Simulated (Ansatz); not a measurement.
# Ta (Im-3m, 1 atom in the cell): from the cell to its phonons

Aim: the vibrations of Ta (Im-3m, 1 atom in the cell), their spectra, and whether the structure is stable.

Method: DFT PBEsol, scalar-relativistic, plane waves, PAW, in Ansatz 0.2.0.

**1. Starting point**

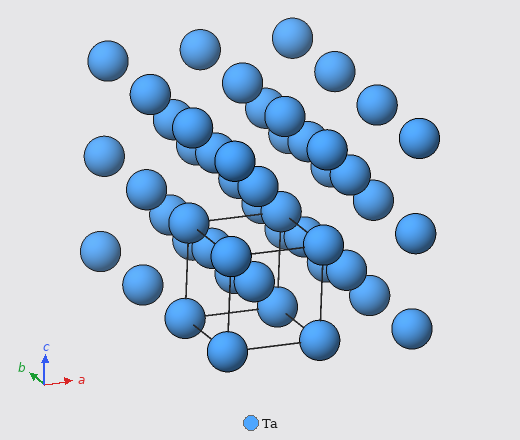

Start, viewed slightly off an axis; tantalum blue. 2×3×2 cells are drawn. This picture shows the conventional cell, with its axes. Some periodic images of atoms are drawn too.

**2. Relaxation**

Harmonic phonons are second derivatives at a point where the forces vanish, and they are wanted at zero stress, so atoms and cell are relaxed first.

Contents of input.yaml:

```yaml
crystal:
  lattice:
    - [-1.65128, 1.65128, 1.65128]
    - [1.65128, -1.65128, 1.65128]
    - [1.65128, 1.65128, -1.65128]
  atoms:
    - { symbol: Ta, position: [0.0, 0.0, 0.0] }
kpoints:
  mp_grid: { grid: [18, 18, 18] }
hamiltonian:
  xc: pbesol
scf:
  occupations: { method: gaussian, width: 0.1 }
output:
  forces: true
  stress: true
  eigenvalues: true
  write_density: true
  write_potential: true
  elf: true
  volumetric_format: npy
relax:
  adjacent_minimum: "off"
  f_tol: 0.005
  max_steps: 80
  cell: { stress_tol: 0.05 }
```

Run with:

```
$ ansatz run input.yaml --threads 4 --pin off --max-ram 7168MiB --backend cpu --events-out ev --progress --plain --runs-dir out
```

Numbers of over 12 decimals in the logs are rounded to 6 here.

What it wrote:

```text
Engine: ansatz 0.2.0, aarch64-unknown-linux-gnu
Pseudopotentials: kind: paw
Pseudopotential: Ta, paw, valence charge 13, recommended cutoff 420 eV (normal), Ta.paw.azcp
Functional definition: PBEsol
  exchange = pbesol_x
  correlation = pbesol_c
Crystal: 1 atoms, lattice volume = 18.010 Å³
Basis set: ecut = 420 eV, 369 PW (Γ), exchange–correlation on 40×40×40 points (8 copies of the dense FFT grid, shifted against one another)
Bands: 11, of which v1, the nominal top of the filled ones, is band 7 counted from 1 (6 counted from 0)
Symmetry: 48 space group operations
Space group: Im-3m (ITA 229), of the structure as read, at distance tolerance 2.6e-5 Å
k-points: 195 of 5832
Non-local potential: Ta, projectors of the file, l = 0: 3, l = 1: 2, l = 2: 2, l = 3: 1
PAW form: soft (Blöchl's): semilocal exchange-correlation on the pseudo side does not see the compensation charge
PAW frozen core: Ta, regenerated for the run's functional, and the local potential with it (the file was generated under x = pbe(κ = 0.804, μ = 0.219515), c = pbe(β = 0.066725))
PAW one-centre angular grid: Ta, 590 points (default); XC on 64 Gauss nodes
Initial density: superposition of atomic densities (neutral atoms: chi_scale 0, normalization atom), corrected by the library's trained network
Initial wavefunctions: pseudopotential atomic-orbital guess
Functional: x = pbesol(κ = 0.804, μ = 0.123457), c = pbesol(β = 0.046)
SCF iter   1: F=—  HF=-9806.499001 eV  |F-HF|=—  |Δ(HF+E_count)|=         —  Δρ=2.18e-3  dr2=2.26e-4  ethr=1.77e-3  ⟨swp⟩=5.1  Hψ=12048  notcnv=0
preconditioner: auto → none  [metal: Δε(μ)=0.008 eV  Ē_g=8.309 eV  σ=0.100 eV  W_gap=0.04  n_scr=0 (ndim 8)  ℏωp=19.6 eV  f_vac=0.000  D(μ)=1.22/eV (n_scr^D=12)]
SCF iter   2: F=—  HF=-9806.498782 eV  |F-HF|=—  |Δ(HF+E_count)|=   2.19e-4  Δρ=1.01e-3  dr2=4.50e-5  ethr=1.74e-6  ⟨swp⟩=2.1  Hψ=4665  notcnv=0
SCF iter   3: F=—  HF=-9806.498821 eV  |F-HF|=—  |Δ(HF+E_count)|=   3.90e-5  Δρ=1.47e-4  dr2=1.18e-6  ethr=3.46e-7  ⟨swp⟩=1.1  Hψ=2125  notcnv=0
iter 4 did not close the SCF: its close was put off for the readings that it lacked (scf_convergence_deferred on its scf_iter line)
SCF iter   4: F=-9806.498821 eV  HF=-9806.498821 eV  |F-HF|=3.10e-8  |Δ(HF+E_count)|=   1.08e-7  Δρ=3.37e-5  dr2=6.50e-8  ethr=9.06e-9  ⟨swp⟩=2.8  Hψ=3373  notcnv=0
iter 5 did not close the SCF: its close was put off for the readings that it lacked (scf_convergence_deferred on its scf_iter line)
SCF iter   5: F=-9806.498821 eV  HF=-9806.498821 eV  |F-HF|=6.27e-9  |Δ(HF+E_count)|=   2.00e-8  Δρ=1.69e-5  dr2=1.33e-8  ethr=5.00e-10  ⟨swp⟩=1.2  Hψ=2194  notcnv=0
SCF iter   6: F=-9806.498821 eV  HF=-9806.498821 eV  |F-HF|=2.91e-10  |Δ(HF+E_count)|=   5.18e-9  Δρ=3.39e-6  dr2=6.47e-10  ethr=1.02e-10  ⟨swp⟩=6.0  Hψ=10954  notcnv=0
SCF 1 converged in 6 iterations: F = -9806.498821 eV  dr2 = 6.47e-10
  greatest PAW one-centre occupation: 1.000 electrons in one spin orbital (limit 2), on the Ta atom at site 0 (counted from 0), in its partial waves of l = 0
relax step   1: F+E_penalty+E_count = -9806.49882120 eV  Δ(F+E_penalty+E_count) = +0.000e0 eV  max|allowed force component| = 0.000e0 eV/Å  Δτ_max = 0.0000 Å  P = -4.002 GPa  Ω = 18.010 Å³  (6 SCF iters, dr2 threshold 1.00e-7 eV, accepted)
Crystal: 1 atoms, lattice volume = 16.624 Å³
Basis set: ecut = 420 eV, 321 PW (Γ), exchange–correlation on 40×40×40 points (8 copies of the dense FFT grid, shifted against one another)
Initial density: handed on by an earlier stage of this run
Initial wavefunctions: those handed on with the density
iter 1 solved again at ethr=3.49e-6 eV; its pass at ethr=3.10e-3 eV (dr2=4.53e-4 eV) is discarded
SCF iter   1: F=—  HF=-9806.460473 eV  |F-HF|=—  |Δ(HF+E_count)|=         —  Δρ=2.08e-3  dr2=4.54e-4  ethr=3.49e-6  ⟨swp⟩=1.5  Hψ=16565  notcnv=0
preconditioner: auto → none  [metal: Δε(μ)=0.017 eV  Ē_g=9.002 eV  σ=0.100 eV  W_gap=0.10  n_scr=0 (ndim 8)  ℏωp=20.4 eV  f_vac=0.000  D(μ)=1.11/eV (n_scr^D=12)]
SCF iter   2: F=—  HF=-9806.460804 eV  |F-HF|=—  |Δ(HF+E_count)|=   3.32e-4  Δρ=7.90e-4  dr2=3.19e-5  ethr=3.49e-6  ⟨swp⟩=2.5  Hψ=2998  notcnv=0
SCF iter   3: F=—  HF=-9806.460964 eV  |F-HF|=—  |Δ(HF+E_count)|=   1.59e-4  Δρ=1.50e-4  dr2=8.19e-7  ethr=2.45e-7  ⟨swp⟩=2.0  Hψ=2635  notcnv=0
SCF iter   4: F=-9806.460971 eV  HF=-9806.460971 eV  |F-HF|=4.20e-10  |Δ(HF+E_count)|=   7.39e-6  Δρ=4.70e-6  dr2=1.47e-9  ethr=7.69e-10  ⟨swp⟩=9.7  Hψ=14642  notcnv=0
SCF 2 converged in 4 iterations: F = -9806.460971 eV  dr2 = 1.47e-9
relax step   2: F+E_penalty+E_count = -9806.46097101 eV  Δ(F+E_penalty+E_count) = +3.785e-2 eV  max|allowed force component| = 0.000e0 eV/Å  Δτ_max = 0.0000 Å  P = +14.111 GPa  Ω = 16.624 Å³  energy of the carried Pulay correction = +4.639e-4 eV  (4 SCF iters, dr2 threshold 1.00e-7 eV, rejected (line search))
Crystal: 1 atoms, lattice volume = 17.685 Å³
iter 1 solved again at ethr=2.77e-6 eV; its pass at ethr=3.10e-3 eV (dr2=3.60e-4 eV) is discarded
SCF iter   1: F=—  HF=-9806.503135 eV  |F-HF|=—  |Δ(HF+E_count)|=         —  Δρ=1.59e-3  dr2=2.92e-4  ethr=2.77e-6  ⟨swp⟩=2.3  Hψ=16483  notcnv=0
preconditioner: auto → none  [metal: Δε(μ)=0.002 eV  Ē_g=8.470 eV  σ=0.100 eV  W_gap=0.01  n_scr=0 (ndim 8)  ℏωp=19.7 eV  f_vac=0.000  D(μ)=1.19/eV (n_scr^D=12)]
SCF iter   2: F=—  HF=-9806.503337 eV  |F-HF|=—  |Δ(HF+E_count)|=   2.02e-4  Δρ=6.00e-4  dr2=1.89e-5  ethr=2.25e-6  ⟨swp⟩=2.7  Hψ=3112  notcnv=0
SCF iter   3: F=—  HF=-9806.503433 eV  |F-HF|=—  |Δ(HF+E_count)|=   9.69e-5  Δρ=1.25e-4  dr2=6.46e-7  ethr=1.45e-7  ⟨swp⟩=2.0  Hψ=2639  notcnv=0
SCF iter   4: F=—  HF=-9806.503441 eV  |F-HF|=—  |Δ(HF+E_count)|=   7.70e-6  Δρ=4.08e-6  dr2=1.26e-9  ethr=4.97e-9  ⟨swp⟩=2.2  Hψ=3194  notcnv=0
SCF iter   5: F=—  HF=-9806.503441 eV  |F-HF|=—  |Δ(HF+E_count)|=  1.82e-10  Δρ=4.79e-7  dr2=1.72e-11  ethr=9.73e-12  ⟨swp⟩=2.0  Hψ=3174  notcnv=0
SCF iter   6: F=-9806.503441 eV  HF=-9806.503441 eV  |F-HF|=3.64e-12  |Δ(HF+E_count)|=  1.64e-11  Δρ=2.45e-8  dr2=6.19e-14  ethr=1.00e-12  ⟨swp⟩=5.0  Hψ=7371  notcnv=0
SCF 3 converged in 6 iterations: F = -9806.503441 eV  dr2 = 6.19e-14
relax step   3: F+E_penalty+E_count = -9806.50344115 eV  Δ(F+E_penalty+E_count) = -4.620e-3 eV  max|allowed force component| = 0.000e0 eV/Å  Δτ_max = 0.0000 Å  P = -0.385 GPa  Ω = 17.685 Å³  energy of the carried Pulay correction = +1.058e-4 eV  (6 SCF iters, accepted)
[...]
relax step   4: F+E_penalty+E_count = -9806.50349142 eV  Δ(F+E_penalty+E_count) = -5.027e-5 eV  max|allowed force component| = 0.000e0 eV/Å  Δτ_max = 0.0000 Å  P = -0.006 GPa  Ω = 17.652 Å³  energy of the carried Pulay correction = +1.164e-4 eV  (2 SCF iters, dr2 threshold 1.00e-7 eV, accepted)
Initial wavefunctions: pseudopotential atomic-orbital guess (no wavefunctions were taken with the density)
iter 1 solved again at ethr=4.79e-8 eV; its pass at ethr=3.10e-3 eV (dr2=6.23e-6 eV) is discarded
SCF iter   1: F=—  HF=-9806.503381 eV  |F-HF|=—  |Δ(HF+E_count)|=         —  Δρ=2.45e-5  dr2=2.56e-8  ethr=4.79e-8  ⟨swp⟩=3.1  Hψ=17993  notcnv=0
SCF iter   2: F=—  HF=-9806.503382 eV  |F-HF|=—  |Δ(HF+E_count)|=   1.05e-6  Δρ=1.17e-5  dr2=3.66e-9  ethr=1.97e-10  ⟨swp⟩=2.5  Hψ=3179  notcnv=0
SCF iter   3: F=—  HF=-9806.503382 eV  |F-HF|=—  |Δ(HF+E_count)|=   2.28e-8  Δρ=1.16e-6  dr2=1.16e-10  ethr=2.82e-11  ⟨swp⟩=2.8  Hψ=3525  notcnv=0
SCF iter   4: F=-9806.503382 eV  HF=-9806.503382 eV  |F-HF|=9.09e-12  |Δ(HF+E_count)|=  1.24e-10  Δρ=1.76e-7  dr2=1.38e-12  ethr=1.00e-12  ⟨swp⟩=6.6  Hψ=9876  notcnv=0
SCF 5 converged in 4 iterations: F = -9806.503382 eV  dr2 = 1.38e-12
relax step   5: F+E_penalty+E_count = -9806.50338218 eV  Δ(F+E_penalty+E_count) = +1.092e-4 eV  max|allowed force component| = 0.000e0 eV/Å  Δτ_max = 0.0000 Å  P = -0.015 GPa  Ω = 17.652 Å³  stress off target by 1.50e-2 GPa  SCF on the basis re-selected at this cell (its energy is not comparable with the rows above)  (4 SCF iters)
basis re-selected at this cell: Δ(F+E_penalty+E_count) = +1.092e-4 eV, ΔP = -0.009 GPa vs the last step (what re-selecting the basis moved, of the pressure what is left beyond the Pulay correction that the steps carried, after the strain that the cell walked since its last selection, with what the two solves' SCF thresholds leave and, on support functions, any second-order correction that the steps lacked; it is no measure of the basis error at this ecutwfc). This SCF's stress stands 1.50e-2 GPa from its target on what of the cell is left free (relax.cell.stress_tol is 5.00e-2 GPa) and its largest allowed force component is 0.00e0 eV/Å (relax.f_tol is 5.00e-3 eV/Å): [rest of the remark cut]
SCF converged after 4 iterations
Free energy (F): -9806.503382 eV
Harris-Foulkes:  -9806.503382 eV  (|F-HF|=9.09e-12)
Internal energy: -9806.497433 eV  (E = F + TS)
E sigma→0 (E₀):  -9806.500408 eV
Entropy (-TS):   -0.005949 eV (-5.949 meV/atom)
Fermi energy:    18.909773 eV
--- Per-component energies (eV) ---
  E_band       = -99.473050
  E_kinetic    = 366.763266
  E_local      = -538.580829  (includes V_loc(G=0)·N_el)
  E_nonlocal   = 17.807784
  E_hartree    = 186.979702
  E_xc         = -217.172230
  E_vxc        = -204.059837  (∫ρ·V_xc dr)
  E_paw        = -8272.689099  (= ΣΔE_a)
  E_vpaw       = -115.362970  (= ΣTr[D̂ρ^β])
  E_aug_tail   = 0.000137  (compensation charges beyond the density's cutoff)
  E_ewald      = -1349.819810
  E_core_change = 0.213646  (= ΣΔE_core)
  E_smearing   = -0.005949  (= −TS)
  E_closure    = 0.000000  (closes the sum)
  Σ components = -9806.503382   (vs F -9806.503382, Δ=0.00e0)
--- Forces (eV/Å), atoms counted from 1 ---
  atom   1  Ta    -0.00000000    -0.00000000     0.00000000
  max |Σ_I F_I| component: 1.64e-32 eV/Å
--- Stress (GPa, compression-positive) ---
       -0.015025      -0.000000       0.000000
        0.000000      -0.015025      -0.000000
       -0.000000      -0.000000      -0.015025
  P = ⅓ Tr σ = -0.0150 GPa (-0.150 kbar)
--- Band table (eV; the first three rows and the last of 195) ---
  k-point 0: bands = [... 3 lower, -14.0032, 10.9151, 19.6212, 19.6212, 19.6212, 22.9628, 22.9628, 33.6170]
  k-point 1: bands = [... 3 lower, -14.0035, 11.0566, 19.5281, 19.5956, 19.7606, 22.8071, 22.9626, 33.7468]
  k-point 2: bands = [... 3 lower, -14.0042, 11.4660, 19.2719, 19.4862, 20.1745, 22.4834, 22.9701, 34.0777]
  k-point 194: bands = [... 3 lower, -14.8810, 14.9663, 14.9663, 25.9125, 25.9125, 25.9125, 27.6938, 27.6938]
--- Relaxed structure (4 steps of the walk, 3 accepted, 1 SCFs on fresh bases) ---
  F+E_penalty+E_count = -9806.50338218 eV   max|allowed force component| = 0.000e0 eV/Å   (the final SCF, on the basis selected at the relaxed cell)
  cell:  # Å, volume = 17.6522 Å³
    - [-1.640260, 1.640260, 1.640260]
    - [1.640260, -1.640260, 1.640260]
    - [1.640260, 1.640260, -1.640260]
  atoms:
    - { symbol: Ta, position: [0.0, 0.0, 0.0] }
```

It took 3.8 s on 4 threads of Arm Neoverse V1, shared host; peak memory 0.33 GiB.

The steps of the relaxation:

```tsv
step	energy less that of the first step (eV)	largest force component (eV/Å)	pressure (GPa)	volume (Å³)
1	0.0000	0.0000	-4.00	18.01
2	0.0378	0.0000	14.11	16.62
3	-0.0046	0.0000	-0.38	17.68
4	-0.0047	0.0000	-0.01	17.65
5*	-0.0046	0.0000	-0.02	17.65
```

Relaxation steps marked * repeat the geometry before them on a plane-wave basis chosen anew for their cell, so energy and pressure can jump there. Relaxation step 2 was tried and not accepted.

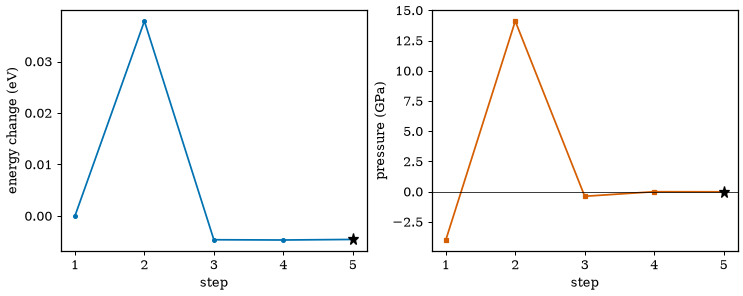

Energy and pressure along the relaxation. Stars mark steps on a basis chosen anew.

```tsv
conventional cell, symmetrised	before	after	change
a (Å)	3.303	3.281	-0.7 %
b (Å)	3.303	3.281	-0.7 %
c (Å)	3.303	3.281	-0.7 %
volume (Å³/atom)	18.01	17.65	-2.0 %
```

The relaxed structure:

```xyz
1
Lattice="-1.6403 1.6403 1.6403 1.6403 -1.6403 1.6403 1.6403 1.6403 -1.6403" Properties=species:S:1:pos:R:3 pbc="T T T"
Ta    0.0000    0.0000    0.0000
```

Numbers from this step:

| Property | Result |
| --- | --- |
| pressure | -0.01503 GPa |
| volume per atom | 17.65 Å³ |
| gap on the k-mesh | 0 eV |

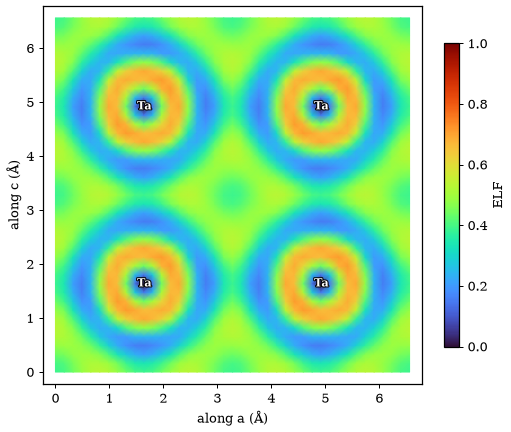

ELF in the ac plane of the conventional cell at fractional y = 0.000, with atoms of Ta within 0.2 Å of it. It is the smooth field of the valence electrons, not physical close to the nuclei. The map starts off the cell's origin, so that atoms lie inside it.

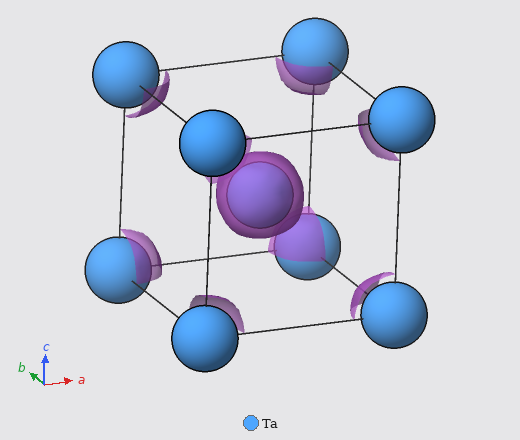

Surface of ELF = 0.66.

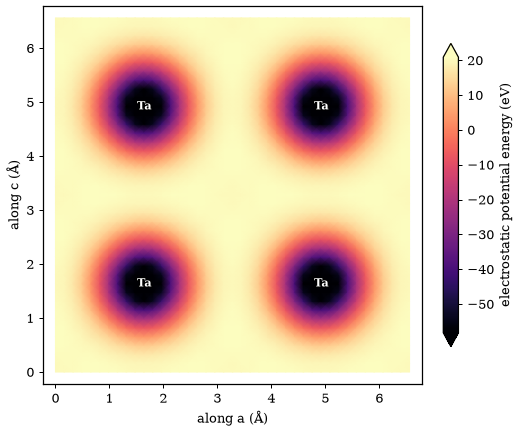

Electrostatic potential energy in the ac plane of the conventional cell at fractional y = 0.000, with atoms of Ta within 0.2 Å of it. With pseudopotentials it is smooth inside the atoms' cores, unlike the true potential. The map starts off the cell's origin, so that atoms lie inside it.

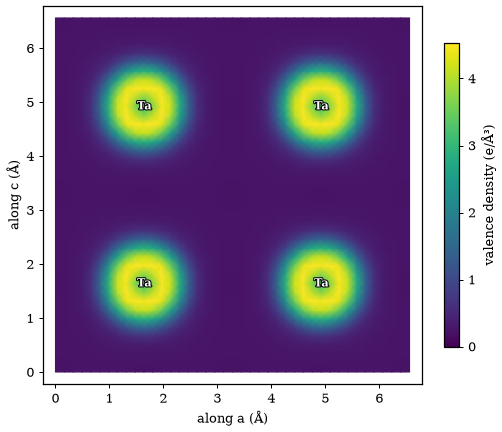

Valence density in the ac plane of the conventional cell at fractional y = 0.000, with atoms of Ta within 0.2 Å of it. It is the smooth field of the valence electrons, not physical close to the nuclei. The map starts off the cell's origin, so that atoms lie inside it.

In this step the volume went from 18.01 to 17.65 Å³/atom.

**3. Tight relaxation**

Phonons need a cell at rest on their own settings, so the relaxation is repeated with tight tolerances on forces and stress on the k mesh and occupations of the first response run.

Contents of input.yaml:

```yaml
crystal:
  lattice:
    - [-1.6402597623, 1.6402597623, 1.6402597623]
    - [1.6402597623, -1.6402597623, 1.6402597623]
    - [1.6402597623, 1.6402597623, -1.6402597623]
  atoms:
    - { symbol: Ta, position: [0.0, 0.0, 0.0] }
kpoints:
  mp_grid: { grid: [20, 20, 20] }
hamiltonian:
  xc: pbesol
scf:
  occupations: { method: methfessel_paxton, width: 0.2 }
output:
  forces: true
  stress: true
  eigenvalues: true
relax:
  adjacent_minimum: "off"
  f_tol: 0.001
  max_steps: 60
  cell: { stress_tol: 0.01 }
```

What it wrote:

```text
[...]
Crystal: 1 atoms, lattice volume = 17.652 Å³
Basis set: ecut = 420 eV, 369 PW (Γ), exchange–correlation on 40×40×40 points (8 copies of the dense FFT grid, shifted against one another)
Bands: 11, of which v1, the nominal top of the filled ones, is band 7 counted from 1 (6 counted from 0)
Symmetry: 48 space group operations
[...]
k-points: 256 of 8000
[...]
k-point 255: bands = [... 3 lower, -14.9137, 14.9478, 14.9478, 25.8733, 25.8733, 25.8733, 27.6579, 27.6579]
--- Relaxed structure (3 steps of the walk, 2 accepted, 1 SCFs on fresh bases) ---
[...]
cell:  # Å, volume = 17.6723 Å³
    - [-1.640884, 1.640884, 1.640884]
    - [1.640884, -1.640884, 1.640884]
    - [1.640884, 1.640884, -1.640884]
  atoms:
    - { symbol: Ta, position: [0.0, 0.0, 0.0] }
[key lines of the parts left out:]
SCF converged after 4 iterations
Free energy (F): -9806.499169 eV
Fermi energy:    18.850459 eV
P = ⅓ Tr σ = -0.0003 GPa (-0.003 kbar)
```

Wall time 3.5 s (4 threads); peak memory 0.35 GiB.

Little changed from the start: no atom moved by 0.005 Å and no cell edge by 0.1 %.

This step gave:

```
pressure        : -2.71e-4 GPa
volume per atom : 17.67 Å³
```

The forces vanish by symmetry and the pressure is 0.000 GPa, within the tolerances set. The cell now holds 17.67 Å³/atom.

[end of part 1 of 2]

[Logs are printed without paths, hosts, clocks, repeated set-up lines and the standing remarks that a program may print on its own settings, such as how far it seeks lower states.]

[Hosts, paths, dates, database ids (printed as entryN), source tags and the programs' standing remarks are cut or masked in the printed files.]
